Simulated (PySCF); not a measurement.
Consider C3H11Si3 (SMILES [SiH2]/C=C\[SiH2]C[SiH3]) (doublet).

The calculation's input:

```
{"job": {"kind": "epr", "basis": "pcH-1"}, "charge": 0, "multiplicity": 2}
Si     2.200460     0.048358     1.353242
C      1.924899     1.064202    -0.125655
C      1.101120     0.830141    -1.187375
Si    -0.025822    -0.627338    -1.459243
C     -1.762601    -0.341104    -0.712196
Si    -1.855456    -0.170758     1.169686
H      3.142379     0.545973     2.344761
H      1.563696    -1.213660     1.668918
H      2.513815     1.980434    -0.149150
H      1.100744     1.581642    -1.970111
H     -0.190594    -0.823971    -2.910563
H      0.532222    -1.862937    -0.882643
H     -2.405491    -1.166687    -1.020240
H     -2.188804     0.555547    -1.164422
H     -1.040197     0.959876     1.628511
H     -3.245672     0.047684     1.589403
H     -1.371697    -1.395372     1.817169
```

Command:

```sh
OMP_NUM_THREADS=1 python probes_run.py task.json out
```

Geometry: GFN2-xTB.

The calculation used PySCF 2.14.0, density-fitted response routines, UKS B3LYP, pcH-1 on C H Si, non-relativistic, mean-field spin-orbit, GIAO.

Q: What will maps of the electron density, electron localisation function and spin density show?

A: C–C (1.36 Å): ρ at the midpoint is about 2.1 e/Å³; the ELF peaks at about 0.95 between the atoms (a covalent bond).
C–Si (1.82 Å): ρ at the midpoint is about 1 e/Å³; the ELF peaks at about 0.95 between the atoms: a covalent bond.
C–H (1.09 Å): ρ is about 2 e/Å³ halfway; the ELF climbs to about 1 towards the hydrogen, as it does in any bond to H: an ordinary covalent bond to hydrogen.
C–Si (1.86 Å): the density is about 0.97 e/Å³ at the midpoint; the ELF peaks at about 0.95 between the atoms (a covalent bond).
The unpaired spin (1 electron) lies mostly on Si1 (about 0.7) and C3 (about 0.2), in electrons by Hirshfeld's partition.

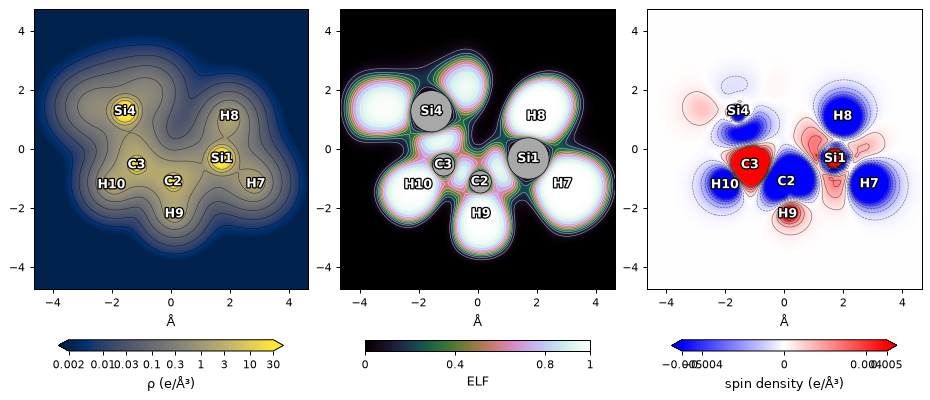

Computed electron density, electron localisation function and spin density on the plane of atoms C2, Si1 and H7, in this order. Grey discs cover the atomic cores in the ELF map. 
